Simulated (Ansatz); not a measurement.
**H$_{8}$N$_{2}$Si$_{2}$···HF: density, localisation and related maps**

```xyz
14

Si   -0.1263    0.0520    0.0398
Si   -0.2088    0.1179    2.2992
H    -1.5321   -0.2834    2.8768
H     0.8068   -0.7906    2.9637
H     0.1196    1.4881    2.8077
H     1.3198    0.1115   -0.3706
N    -0.8419    1.4681   -0.6646
H    -1.8109    1.6837   -0.4573
H    -0.2895    2.2998   -0.8430
N    -1.1378   -1.2520   -0.4828
H    -0.9232   -2.1663   -0.0963
H    -1.2812   -1.3243   -1.4873
F     1.1014   -2.3181    0.8894
H     1.2842   -2.0089    1.7434
```

Not at a stationary point (largest force 1.3 eV/Å).

Level of theory: RKS PBE0-D4/def2-SVP (Ansatz 0.2.0).

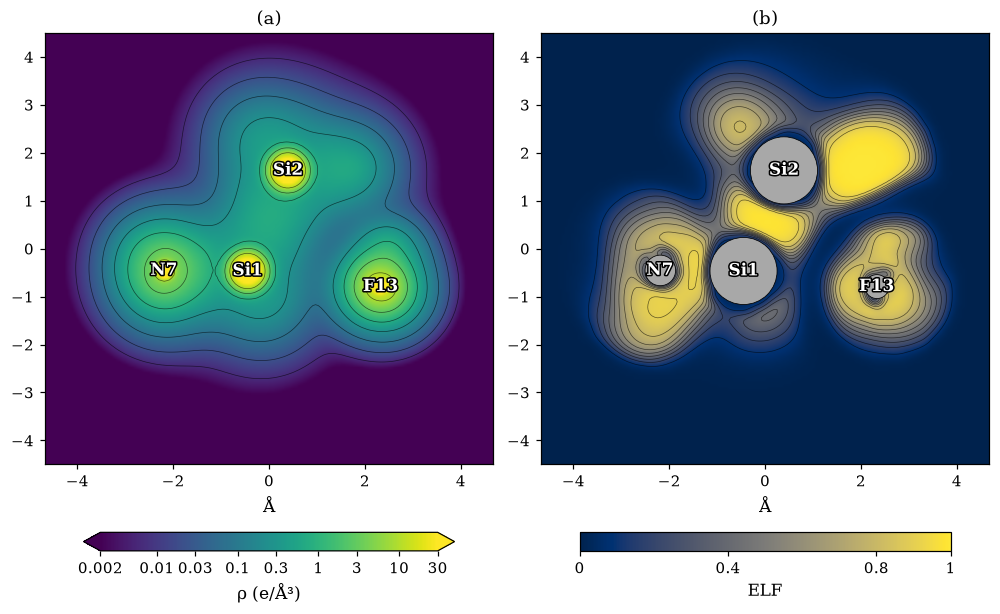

Figure 1. (a) total electron density; (b) electron localisation function on the plane of atoms Si2, Si1 and N7. Grey discs cover the atomic cores in the ELF map.

Q: What do the fields say about this system?

A: The section cuts through Si, N and F sites. Si–N (1.74 Å): the density is about 1.1 e/Å³ at the midpoint; the ELF peaks at about 0.90 between the atoms: a shared but strongly polarised pair. Si–Si (2.26 Å): ρ at the midpoint is about 0.74 e/Å³; the ELF peaks at about 1 between the atoms, as expected for a covalent bond. The ELF also peaks beside N7 and F13, away from the bonds: lone-pair regions.

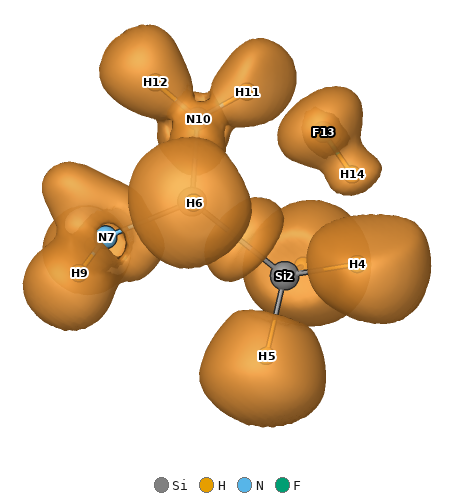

Figure 2. Isosurface of the electron localisation function at 0.75 (orange), seen at a tilt. Only the valence region is drawn (cores and ρ < 0.01 e/Å³ removed).

Q: Where are the electrons localised?

A: At this value the surface marks out one region between bonded Si–Si atoms (shared pairs), four regions around hydrogen nuclei, one joined region spread over several atoms (F, H), in which their bonds and any lone pairs are merged and two joined regions spread over several atoms (H, N), in which their bonds and any lone pairs are merged.


H4···H14 (1.79 Å): the ELF dips to about 0.10 between them. Si–N (1.73 Å): the ELF peaks at about 0.90 between the atoms; a shared but strongly polarised pair.

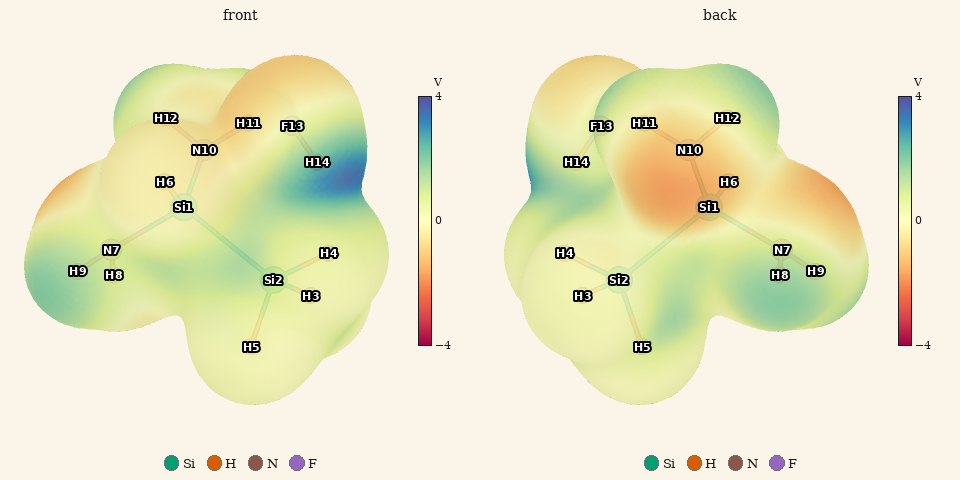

Figure 3. The molecular electrostatic potential painted on the density surface at 0.004 e/bohr³, seen from the front and from behind; the colour scale runs from red (negative) to blue (positive).

Q: Which sites attract a positive test charge, and which a negative one?

A: A positive charge is drawn to the negative regions and a negative charge to the positive ones. The most negative region (about −1.8 V, or −42 kcal/mol for a unit charge) lies over N10, the most positive (about +3.4 V, or +78 kcal/mol for a unit charge) over H14. N10 is the likeliest acceptor of a hydrogen bond.
